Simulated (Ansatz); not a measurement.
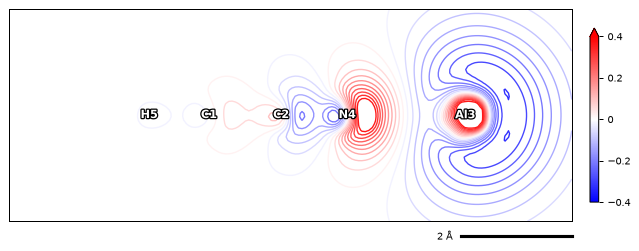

The picture shows: C₂HAlN (charge +1, triplet). The HOMO (β) on a plane that holds the molecular axis (values in Å⁻³ᐟ²; the overall sign is arbitrary).

Geometry: PBE0-D3(BJ)/def2-SVP; ⟨S²⟩ = 2.05, above the pure value of 2.00.

Method: Ansatz, isolated molecule in a Gaussian basis; Kohn-Sham density functional theory, functional PBE0.

```xyz
5

C     0.0000    0.0000   -1.4741
C     0.0000    0.0000   -0.1676
Al    0.0000    0.0000    3.1717
N     0.0000    0.0000    1.0275
H     0.0000    0.0000   -2.5575
```

Q: Describe this orbital and give its energy.

A: Its weight (Hirshfeld) is mainly on Al3 (about 90 %) and N4 (about 10 %); it is of σ type. Its energy is −12.44 eV.
